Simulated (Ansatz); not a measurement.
**Cl$_{4}$Cs$_{4}$: density, localisation and related maps**

```xyz
8

Cs    2.7181   -0.9736    0.3775
Cs   -1.4982   -1.9076   -1.6155
Cs   -1.2901    0.3026    2.5933
Cs    0.0703    2.5784   -1.3556
Cl   -2.5942    0.9276   -0.3599
Cl   -0.0687   -2.4605    1.2941
Cl    1.4309    1.8205    1.5408
Cl    1.2319   -0.2875   -2.4748
```

Geometry: PBE0-D4/def2-SVP; core potentials replace the inner electrons of Cs.

These are results of RKS PBE0-D4/def2-TZVP (Ansatz 0.2.0), not measurements.

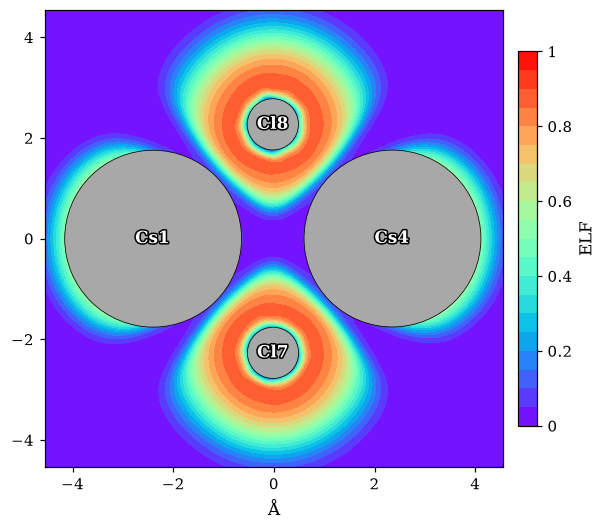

Figure 1. ELF on the plane of atoms Cl7, Cs1 and Cl8. Grey discs cover the atomic cores.

> Describe what can be read from this map.

Atoms in the plane: Cs and Cl. Cs–Cl (3.29 Å): the ELF peaks at about 0.85 in the valence shell of Cl, 0.9 Å from its nucleus, and drops to about 0.05 between the two atoms (a largely ionic contact).

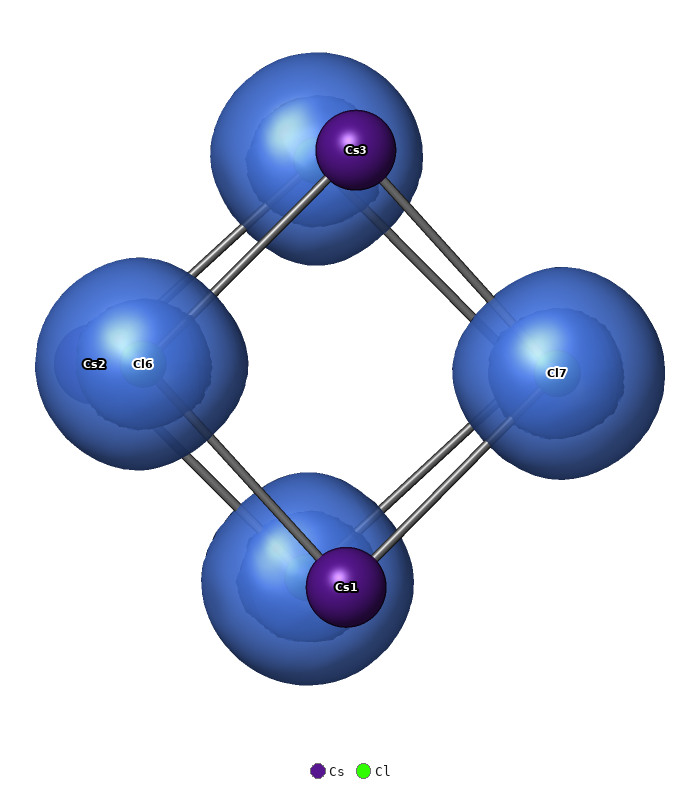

Figure 2. Isosurface of the ELF at 0.8 (blue), seen from one side. Core shells and regions of very low density are left out.

> Identify the bonds, lone pairs and shells in this picture.

The ELF exceeds this value in four regions wrapped around Cl (the valence shell of each).

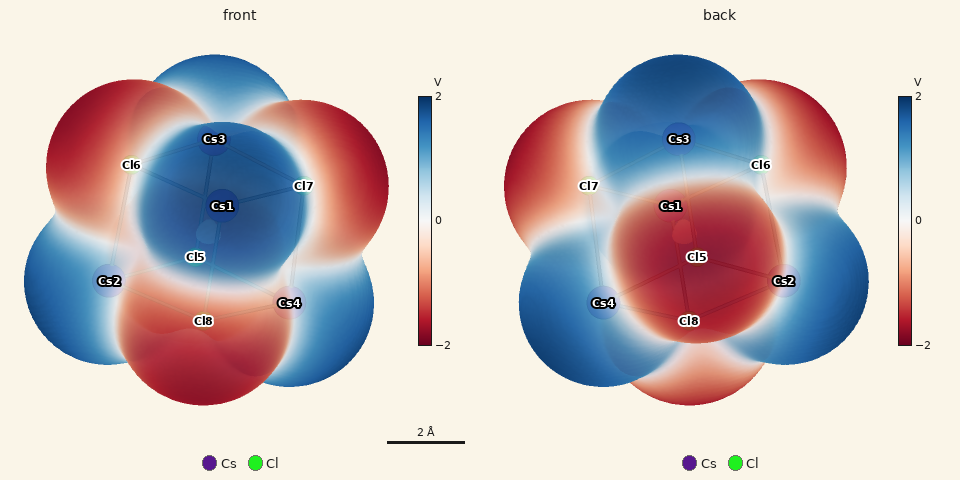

Figure 3. The molecular electrostatic potential painted on the density surface at 0.001 e/bohr³, seen from the front and from behind; red is negative and blue positive.

> Describe the electrostatic potential map.

The most negative region (about −1.8 V) lies over Cl5, Cl6, Cl7 and Cl8, the most positive (about +1.8 V) over Cs1, Cs2, Cs3 and Cs4.
